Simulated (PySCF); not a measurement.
# C$_{3}$H$_{13}$F$_{2}$NSi$_{3}$: what the fields show

The calculation's input:

```
{"job": {"kind": "nmr", "xc": "PBE0", "basis": "pcSseg-1"}, "charge": 0, "multiplicity": 1}
C     -2.838599     0.778531    -0.680803
C     -1.670566     0.046293    -0.023369
N     -0.779081     0.962244     0.624410
Si     0.869371     0.607067     1.016301
Si     1.858256    -0.402745    -0.814607
Si     4.170025    -0.357883    -0.811754
C     -2.211947    -0.998825     0.965990
F     -3.072463    -1.853753     0.361817
F     -1.203659    -1.766115     1.448520
H     -3.423964     1.307887     0.069603
H     -2.451235     1.500325    -1.394202
H     -3.486013     0.077301    -1.200157
H     -1.098551    -0.500758    -0.781354
H     -1.276249     1.597856     1.231779
H      1.005962    -0.177199     2.255770
H      1.367648     1.953882     1.326047
H      1.394107    -1.795936    -0.951446
H      1.358720     0.210041    -2.062829
H      4.689903     0.509574     0.251157
H      4.773689    -1.674529    -0.595568
H      4.744634     0.143102    -2.062491
H     -2.730399    -0.547761     1.826335
```

Command:

```sh
OMP_NUM_THREADS=1 python probes_run.py task.json out
```

Geometry: GFN2-xTB.

All numbers below come from PBE0/pcSseg-1, SCF density, gas phase, non-relativistic in PySCF.

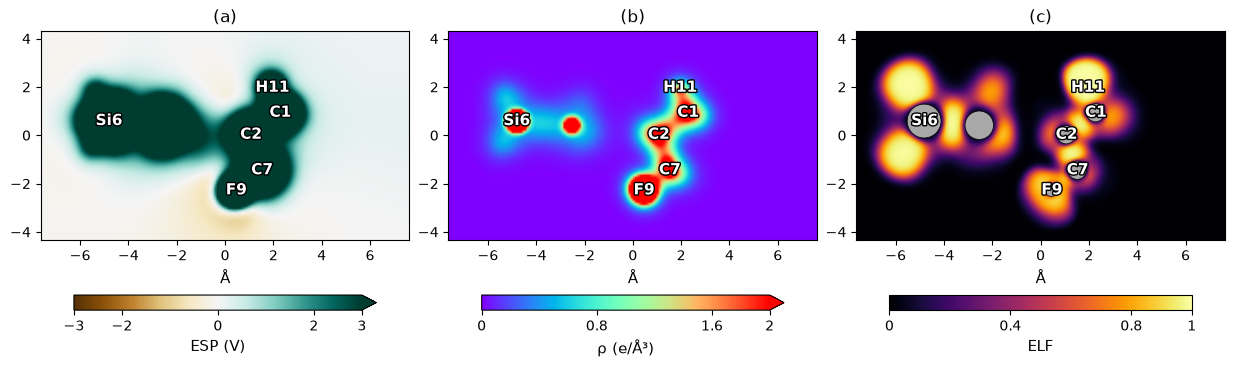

Figure 1. (a) electrostatic potential; (b) electron density; (c) ELF on the plane of atoms C2, C7 and F9. Grey discs cover the atomic cores in the ELF map.

> Describe what can be read from this map.

The section cuts through C, Si, F and H sites. C–F (1.36 Å): ρ at the midpoint is about 2.2 e/Å³, with its minimum of 1.8 e/Å³ about 0.5 Å from C; the ELF peaks at about 0.85 between the atoms (a polar covalent bond). C–C (1.53 Å): ρ at the midpoint is about 1.6 e/Å³; the ELF peaks at about 0.95 between the atoms (localised, covalent bonding). C–H (1.09 Å): ρ at the midpoint is about 2 e/Å³; the ELF climbs to about 1 towards the hydrogen, as it does in any bond to H; a covalent bond by its length. The ELF also peaks beside F9, away from the bonds: lone-pair regions. Outside the dense part of the molecule the potential is most negative (−0.9 V) near F9.

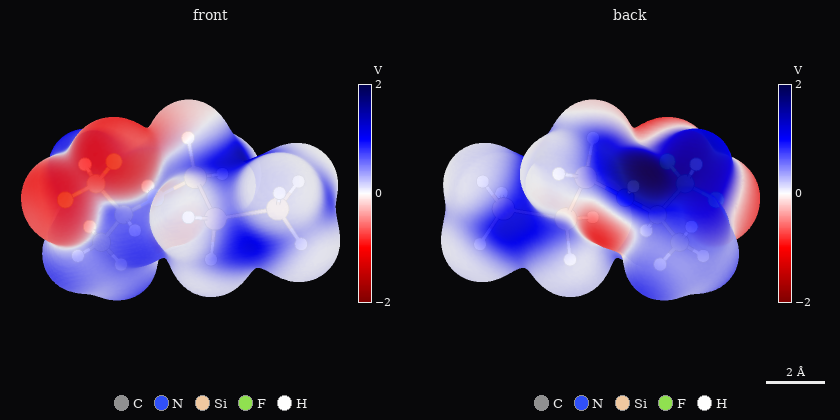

Figure 2. The molecular electrostatic potential painted on the density surface at 0.002 e/bohr³, seen from the front and from behind; the colour scale runs from red (negative) to blue (positive).

> Describe the electrostatic potential map.

The most negative region (about −0.9 V) lies over N3, F8 and F9, the most positive (about +1.8 V) over H14.
